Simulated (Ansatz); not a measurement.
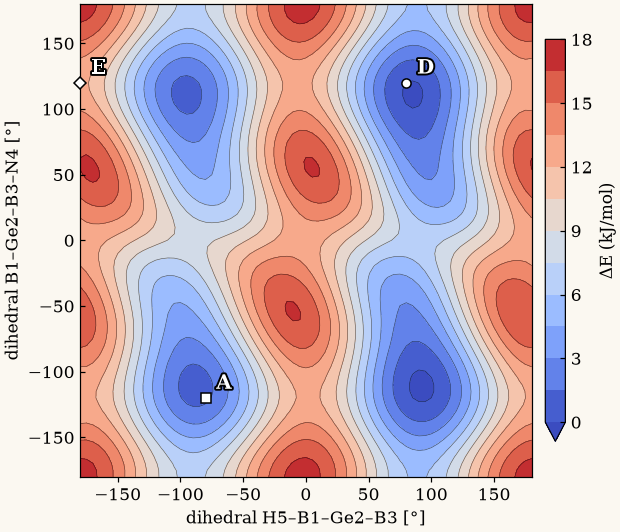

B2GeH7N, SMILES [BH2][GeH2][BH]N. Coordinates scanned: (1) dihedral H5–B1–Ge2–B3; (2) dihedral B1–Ge2–B3–N4. Nothing is relaxed (all other coordinates rigid). Grid: 18 × 18 points. Points are written as (first, second). All energies are given in kJ/mol relative to the lowest grid point. Level of theory: Ansatz 0.2.0, RKS PBE0-D4/def2-SVP.

In the figure: filled contours, lettered points. Between grid points the surface is interpolated.

**Is D the lowest point of the computed grid?**

Yes. D, at (80°, 120°), has the lowest energy of the grid.

**What kind of point is each of A, D, E: minimum, saddle, maximum or slope?**

A: minimum; D: minimum; E: saddle point. (In these two coordinates alone; a stationary point may lie a little off the grid point.)

**Rank the lettered points by energy, lowest first.**

D (0.0 kJ/mol), A (1.2 kJ/mol), E (12.4 kJ/mol).
